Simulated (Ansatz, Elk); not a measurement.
**BeH: X-ray structure factors from the self-consistent density**

The structure of BeH used here is made up (a known structure type with other elements) and was relaxed beforehand with PBE. The aim is the Fourier transform of its all-electron density, F(hkl), set beside the sum over free spherical atoms that refinements use.

Calculated with Elk 11.2.3 (patched build); DFT, PBE, all-electron APW+lo, Dirac cores, scalar-relativistic bands, static density, no spin.

The structure was built from a prototype and need not be the compound's stable phase.

**1. The starting structure**

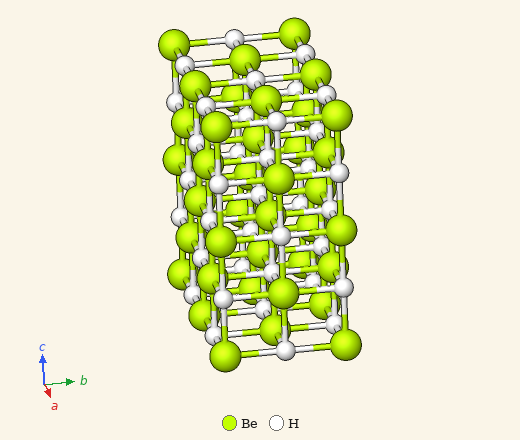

The cell as given, slightly off an axis (beryllium green, hydrogen white). 2×1×2 cells are drawn. This picture shows the conventional cell, with its axes. Some periodic images of atoms are drawn too.

**2. Ground state and structure factors**

An all-electron density is needed, since X-rays see the cores too. Task 0 finds the density and task 195 Fourier-transforms it; tshift is off so that phases refer to the origin typed.

File elk.in:

```
tasks
  0
  195

xctype
  20

spinpol
  .false.

rgkmax
  7.0

gmaxvr
  14.0

lmaxo
  7

lmaxapw
  8

swidth
  0.002

tshift
  .false.

ramdisk
  .false.

hmaxvr
  5.5

maxscl
  120

epspot
  1e-06

sppath
  './'

avec
  0.00000000000 3.36648578935 3.36648578935
  3.36648578935 0.00000000000 3.36648578935
  3.36648578935 3.36648578935 -0.00000000000

atoms
  2
  'Be.in'
  1
  0.0000000000 -0.0000000000 -0.0000000000   0.000000 0.000000 0.000000
  'H.in'
  1
  0.5000000000 0.5000000000 0.5000000000   0.000000 0.000000 0.000000

ngridk
  11 11 11
```

Command:

```console
$ OMP_NUM_THREADS=4 elk
```

Numbers of over 12 decimals in the logs are rounded to 6 here.

Log:

```text
┌─────────────────────────┐
│ Elk code version 11.2.3 │
└─────────────────────────┘

All units are atomic (Hartree, Bohr, etc.)

┌─────────────────────────────────────────────────┐
│ Ground-state run starting from atomic densities │
└─────────────────────────────────────────────────┘

Lattice vectors :
   0.000000000       3.366485789       3.366485789
   3.366485789       0.000000000       3.366485789
   3.366485789       3.366485789      -0.000000000

Reciprocal lattice vectors :
 -0.9331964696      0.9331964696      0.9331964696
  0.9331964696     -0.9331964696      0.9331964696
  0.9331964696      0.9331964696     -0.9331964696

Unit cell volume      :    76.30629239
Brillouin zone volume :    3.250717676

Muffin-tin inner radius fraction :   0.1000000000E-01

Nuclei treated as point charges

Species : 1 (Be)
 parameters loaded from : Be.in
 name : beryllium
 nuclear charge    :   -4.000000000
 electronic charge :    4.000000000
 atomic mass :    16428.20280
 muffin-tin radius :    1.800000000
 number of radial points in muffin-tin :    593
 inner part over the whole radius :   0.9826427374E-02
 number on inner part of muffin-tin    :    403
 approximate nuclear radius :   0.4290726161E-04
 number of mesh points to nuclear radius :    156
 atomic positions (lattice), magnetic fields (Cartesian) :
  1 :   0.00000000  0.00000000  0.00000000    0.00000000  0.00000000  0.00000000

Species : 2 (H)
 parameters loaded from : H.in
 name : hydrogen
 nuclear charge    :   -1.000000000
 electronic charge :    1.000000000
 atomic mass :    1837.362221
 muffin-tin radius :    1.400000000
 number of radial points in muffin-tin :    393
 inner part over the whole radius :   0.9705542320E-02
 number on inner part of muffin-tin    :    258
 approximate nuclear radius :   0.2766748019E-04
 number of mesh points to nuclear radius :     78
 atomic positions (lattice), magnetic fields (Cartesian) :
  1 :   0.50000000  0.50000000  0.50000000    0.00000000  0.00000000  0.00000000

Total number of atoms per unit cell :    2
Total muffin-tin volume :    35.92306480
 ratio of muffin-tin to unit cell volume :   0.4707746068

Spin treatment :
 spin-unpolarised

Number of Bravais lattice symmetries :   48
Number of crystal symmetries         :   48
Crystal has inversion symmetry
Real symmetric eigensolver will be used

k-point grid :     11    11    11
k-point offset :    0.000000000       0.000000000       0.000000000
k-point set is reduced with full crystal symmetry group
Total number of k-points :       56

Muffin-tin radius times maximum |G+k| :    7.000000000
 using average radius
Maximum |G+k| for APW functions       :    4.375000000
Maximum (1/2)|G+k|²                   :    9.570312500
Maximum |G| for potential and density :    14.00000000
Constant for pseudocharge density :    6
 order of it for each species :   13  13
 order of it for pair densities of each species (exact exchange by exxq0 0: 14) :   12   6
Radial integration step length :    1

G-vector grid sizes :     24    24    24
Number of G-vectors :     3527

Maximum angular momentum used for
 APW functions            :    8
 outer part of muffin-tin :    7
 inner part of muffin-tin :    2

Total nuclear charge    :   -5.000000000
Total core charge       :    2.000000000
Total valence charge    :    3.000000000
Total excess charge     :    0.000000000
Total electronic charge :    5.000000000

Effective Wigner radius, rₛ :    1.538747096

Number of empty states         :      8
Total number of valence states :     10
Total number of core states    :      2

Third-order local-orbitals added for an l without core states : T
Total number of local-orbitals :     15

Exchange-correlation functional :     20     0     0
 Perdew-Burke-Ernzerhof, Phys. Rev. Lett. 77, 3865 (1996)
 gradient requirement :    1
 generalised gradient approximation (GGA)

Smearing type :    3
 Fermi-Dirac
Smearing width :   0.2000000000E-02
Effective electronic temperature (K) :    631.5500496

Mixing type :    3
[...]
Hartree                     :      3.063622
 Madelung                    :     -18.265767271360
 xc potential                :     -4.242941
 exchange                    :     -3.086231
 correlation                 :    -0.170929
 electron entropic           :    -0.13584624698479E-03
 total energy                :     -15.368513754697

Density of states at Fermi energy :    10.42257981
 (states/Hartree/unit cell)

Estimated indirect band gap :   0.1138621227E-01
 from k-point 20 to k-point 56
Estimated direct band gap   :   0.4145171164E-01
 at k-point 56

Charges :
 core                        :    2.000000000
 valence                     :    3.000000000
 interstitial                :    1.369954063
 muffin-tins (core leakage)
  species : 1 (Be)
   atom 1                    :    2.762170691     (  0.1177223943E-02)
  species : 2 (H)
   atom 1                    :   0.8678752457     (   0.000000000    )
 total in muffin-tins        :    3.630045937
 total calculated charge     :    4.998741048
 total charge                :    5.000000000
 error                       :   0.1258952476E-02

RMS change in Kohn-Sham potential (target) :    54.09752289     (  0.1000000000E-05)
Absolute change in total energy (target)   :   0.6297906050E-02 (  0.1000000000E-03)

[... loops 3 to 16 left out ...]

┌──────────────────┐
│ Loop number : 17 │
└──────────────────┘

Energies :
 Fermi                       :     0.238141
 sum of occupied eigenvalues :     -6.918810
 electron kinetic            :      15.191866005774
 core electron kinetic       :      13.448180485698
 Coulomb                     :     -27.245584058451
 Coulomb potential           :     -17.930525017196
 nuclear-nuclear             :     -6.435533
 electron-nuclear            :     -23.886060820619
 Hartree                     :      3.076010
 Madelung                    :     -18.280321549853
 xc potential                :     -4.180151
 exchange                    :     -3.083645
 correlation                 :    -0.171875
 electron entropic           :    -0.14842078426913E-03
 total energy                :     -15.309386925522

Density of states at Fermi energy :    11.47065856
 (states/Hartree/unit cell)

Estimated indirect band gap :   0.1021392673E-01
 from k-point 20 to k-point 56
Estimated direct band gap   :   0.4242265553E-01
 at k-point 56

Charges :
 core                        :    2.000000000
 valence                     :    3.000000000
 interstitial                :    1.379875951
 muffin-tins (core leakage)
  species : 1 (Be)
   atom 1                    :    2.781339840     (  0.1136822906E-02)
  species : 2 (H)
   atom 1                    :   0.8387842094     (   0.000000000    )
 total in muffin-tins        :    3.620124049
 total calculated charge     :    4.998785660
 total charge                :    5.000000000
 error                       :   0.1214340103E-02

RMS change in Kohn-Sham potential (target) :   0.3102180515E-06 (  0.1000000000E-05)
Absolute change in total energy (target)   :   0.7489973086E-09 (  0.1000000000E-03)

Convergence targets achieved

┌──────────────────┐
│ Loop number : 18 │
└──────────────────┘

Energies :
 Fermi                       :     0.238141
 sum of occupied eigenvalues :     -6.918810
 electron kinetic            :      15.191866005894
 core electron kinetic       :      13.448180485490
 Coulomb                     :     -27.245584058275
 Coulomb potential           :     -17.930525017014
 nuclear-nuclear             :     -6.435533
 electron-nuclear            :     -23.886060820448
 Hartree                     :      3.076010
 Madelung                    :     -18.280321549768
 xc potential                :     -4.180151
 exchange                    :     -3.083645
 correlation                 :    -0.171875
 electron entropic           :    -0.14842078426893E-03
 total energy                :     -15.309386925195

Density of states at Fermi energy :    11.47065856
 (states/Hartree/unit cell)

Estimated indirect band gap :   0.1021392673E-01
 from k-point 20 to k-point 56
Estimated direct band gap   :   0.4242265554E-01
 at k-point 56

Charges :
 core                        :    2.000000000
 valence                     :    3.000000000
 interstitial                :    1.379875951
 muffin-tins (core leakage)
  species : 1 (Be)
   atom 1                    :    2.781339840     (  0.1136822906E-02)
  species : 2 (H)
   atom 1                    :   0.8387842092     (   0.000000000    )
 total in muffin-tins        :    3.620124049
 total calculated charge     :    4.998785660
 total charge                :    5.000000000
 error                       :   0.1214340103E-02

┌──────────────────────────────┐
│ Self-consistent loop stopped │
└──────────────────────────────┘

Warning : core states of species 1 leak from the muffin-tin :   0.1136822906E-02

Wrote STATE.OUT
```

Elapsed: 3.1 s, on 4 threads of Intel Xeon Platinum 8488C (Sapphire Rapids), shared host; peak memory 0.16 GiB; 7.7 s of CPU time.

SFACRHO.OUT:

```text

h k l indices transformed by vhmat matrix:
   1.000000000       0.000000000       0.000000000    
   0.000000000       1.000000000       0.000000000    
   0.000000000       0.000000000       1.000000000    

      h      k      l  multipl.   |H|            Re(F)            Im(F)           |F|

      0      0      0      1   0.0000000       5.0000000      0.21147313E-17   5.0000000    
      0      0     -1      8   1.6163437       1.4386388      0.19213855E-17   1.4386388    
     -1      0     -1      6   1.8663929       2.0496146      0.66133408E-16   2.0496146    
      1      2      1     12   2.6394782       1.6652744     -0.43670728E-16   1.6652744    
      1      0      2     24   3.0950625       1.3153108      0.67049279E-16   1.3153108    
      2      2      2      8   3.2326874       1.4532305     -0.75446926E-16   1.4532305    
      2      2      0      6   3.7327859       1.2994423     -0.24238811E-16   1.2994423    
      1      3      1     24   4.0677091       1.1116413     -0.44505384E-16   1.1116413    
     -1     -2     -3     24   4.1733815       1.1659637      0.35506010E-16   1.1659637    
      3      0      1     24   4.5717104       1.0563372     -0.10505513E-16   1.0563372    
      0      3      0      8   4.8490311      0.93679988     -0.40977437E-16  0.93679988    
     -3     -2      0     24   4.8490311      0.93650635     -0.19621128E-16  0.93650635    
      2      2      4     12   5.2789564      0.88144211     -0.10434001E-16  0.88144211
```

Elk indexes on the primitive cell of elk.in and gives |H| = 4π sin θ/λ in inverse bohr. Below, one row stands for each form hkl of the conventional cell (m members, Friedel mates merged), F is for one primitive cell and the density is static (no thermal factor). Free-atom factors are Waasmaier and Kirfel's, and R is Σm||F|−|F'||/Σm|F|.

```
hkl   m  sin θ/λ (Å⁻¹)  abs F, DFT  neutral atoms   diff.
111   8          0.243       1.439          1.486  -0.047
200   6          0.281       2.050          2.023  +0.027
220  12          0.397       1.665          1.659  +0.007
311  24          0.465       1.315          1.330  -0.015
222   8          0.486       1.453          1.460  -0.006
400   6          0.561       1.299          1.308  -0.009
331  24          0.612       1.112          1.137  -0.025
420  24          0.628       1.166          1.183  -0.017
422  24          0.688       1.056          1.077  -0.020
333   8          0.729       0.937          0.964  -0.028
511  24          0.729       0.936          0.964  -0.028
440  12          0.794       0.881          0.903  -0.022
```

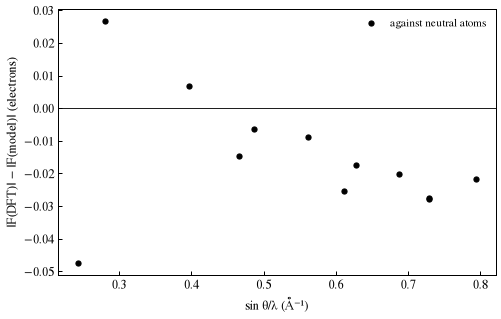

Difference between the calculated structure factors and the independent-atom ones.

**3. The highest occupied states alone**

An energy window below the Fermi level keeps the highest occupied states, to see at which angles they scatter; shallow core shells can lie inside it and anion s states outside. No new self-consistency is needed.

elk.in: that of step 2 with these lines changed.

```diff
@@ -1,3 +1,2 @@
 tasks
-  0
   195
@@ -40,2 +39,5 @@
 
+wsfac
+  -0.129350 0.538140
+
 sppath
```

Command:

```console
$ OMP_NUM_THREADS=4 elk
```

Log:

```text
┌─────────────────────────────────┐
│ Elk code version 11.2.3 started │
└─────────────────────────────────┘

Info(readinput): the functional depends on the density's gradient
 muffin-tin radial points multiplied by    2.00000
 (not where nrmtscf is given)

┌────────────────────┐
│ Current task : 195 │
└────────────────────┘

Info(sfacrho): density structure factors written to SFACRHO.OUT

 Energy window :  -0.1293500000      0.5381400000

┌──────────────────┐
│ Elk code stopped │
└──────────────────┘
```

Run time: 0.38 s. Hardware: 4 threads; peak memory 0.16 GiB.

States within 10 eV below the Fermi level hold 2.49 electrons; any levels below the window count with the cores, and a count that is not whole means the window cuts a band. Their amplitudes can exceed the total, where window and core parts have opposite phase:

```
hkl  sin θ/λ (Å⁻¹)  abs F, window  abs F, all
111          0.243          0.292       1.439
200          0.281          0.251       2.050
220          0.397          0.100       1.665
311          0.465          0.084       1.315
222          0.486          0.063       1.453
400          0.561          0.052       1.299
331          0.612          0.029       1.112
420          0.628          0.040       1.166
422          0.688          0.033       1.056
333          0.729          0.010       0.937
```

**4. Another try**

In this try the input is made faulty on purpose, to show what that does.

The input is changed as shown.

elk.in: that of step 3 with these lines changed.

```diff
@@ -1,2 +1,3 @@
 tasks
+  0
   195
@@ -10,3 +11,3 @@
 rgkmax
-  7.0
+  3.5
 
@@ -34,3 +35,3 @@
 maxscl
-  120
+  60
 
@@ -38,5 +39,2 @@
   1e-06
-
-wsfac
-  -0.129350 0.538140
```

Command:

```console
$ OMP_NUM_THREADS=4 elk
```

Log:

```text
┌─────────────────────────┐
│ Elk code version 11.2.3 │
└─────────────────────────┘

All units are atomic (Hartree, Bohr, etc.)

┌─────────────────────────────────────────────────┐
│ Ground-state run starting from atomic densities │
└─────────────────────────────────────────────────┘

Lattice vectors :
   0.000000000       3.366485789       3.366485789
   3.366485789       0.000000000       3.366485789
   3.366485789       3.366485789      -0.000000000

Reciprocal lattice vectors :
 -0.9331964696      0.9331964696      0.9331964696
[...]
interstitial                :    1.421795885
 muffin-tins (core leakage)
  species : 1 (Be)
   atom 1                    :    2.753934139     (  0.1128907845E-02)
  species : 2 (H)
   atom 1                    :   0.8242699758     (   0.000000000    )
 total in muffin-tins        :    3.578204115
 total calculated charge     :    4.998861112
 total charge                :    5.000000000
 error                       :   0.1138887738E-02

┌──────────────────────────────┐
│ Self-consistent loop stopped │
└──────────────────────────────┘

Warning : core states of species 1 leak from the muffin-tin :   0.1128907845E-02

Wrote STATE.OUT
[key lines of the parts left out:]
total energy                :     -15.299286151138
```

Elapsed: 2 s, on 4 threads; peak memory 0.16 GiB; 4.2 s of CPU time.

The run finished. A setting was moved off its sound value on purpose, so it serves as a test and not as the result.

The fault put into the input: a cutoff far too low.

Its structure factors differ from the first run's by R = 0.4 %.

(Part 1 of 2 ends here.)

[Logs are printed without paths, hosts, clocks, repeated set-up lines and the standing remarks that a program may print on its own settings, such as how far it seeks lower states.]

[Hosts, paths, dates, database ids (printed as entryN), source tags and the programs' standing remarks are cut or masked in the printed files.]
